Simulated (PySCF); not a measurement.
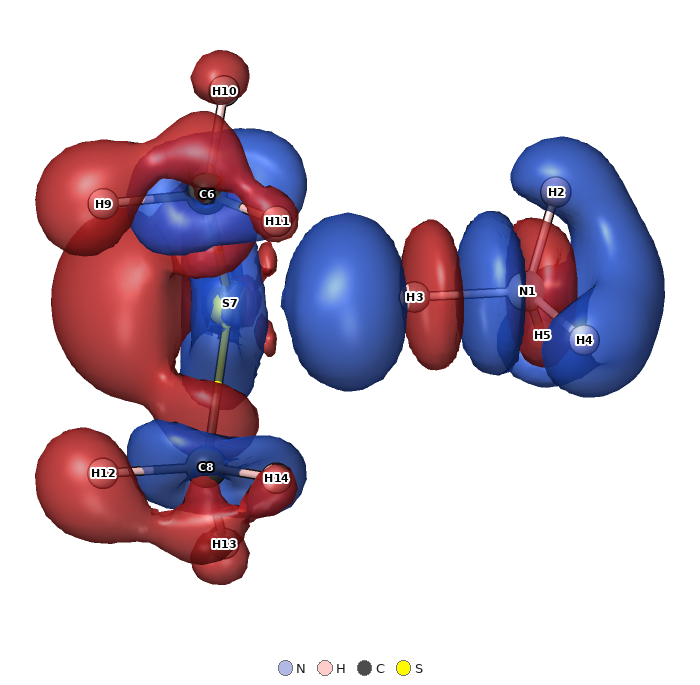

C2H10NS, charge +1, SMILES `[NH4+].CSC`. Density of the complex less the densities of the two fragments at the same geometry, ±0.01 e/Å³ (blue: gain, red: loss). Fragment A: NH4(+1) (atoms 1–5); fragment B: H6C2S.

PySCF calculation, CAM-B3LYP/6-31+G*, gas phase; geometry: GFN2-xTB. GFN2-xTB bond lengths at metals and heavier atoms can be off by up to 0.1 Å and shapes distorted, which carries into these values.

Cartesian coordinates (Å):

```
N1      -2.4871    0.0008    0.1617
H2      -2.8602   -0.9420    0.0322
H3      -1.3639   -0.0004   -0.0662
H4      -2.6696    0.3116    1.1179
H5      -2.9495    0.6340   -0.4946
C6       1.1006   -1.3911    0.3655
S7       0.4129    0.0001   -0.5822
C8       1.1030    1.3900    0.3654
H9       2.1813   -1.3740    0.2630
H10      0.7106   -2.3056   -0.0684
H11      0.8164   -1.3083    1.4098
H12      2.1835    1.3716    0.2617
H13      0.7129    2.3048   -0.0678
H14      0.8206    1.3078    1.4101
```

Q: How is the density rearranged on binding?

A: Hirshfeld charges show 0.149 e passing from B to A. By Hirshfeld charges, electrons gather most on N1 (−0.059 e) and leave H9 and H12 alike most (+0.030 e); 0.36 e is displaced in all.

Q: What is the interaction energy, and which contacts carry it?

A: The counterpoise-corrected interaction energy of the frozen fragments is −23.8 kcal/mol without dispersion correction and −25.3 kcal/mol with D3(BJ). The pair geometry is semi-empirical, not a minimum at this level. Contacts: H3···S7, hydrogen bond, 1.85 Å, ρ = 0.067 a.u. The pose is a local one from a semi-empirical search, not shown to be the most stable.

The PySCF run took 40 s on 1 thread of Arm Neoverse V1 (shared host), peak memory 0.5 GiB.
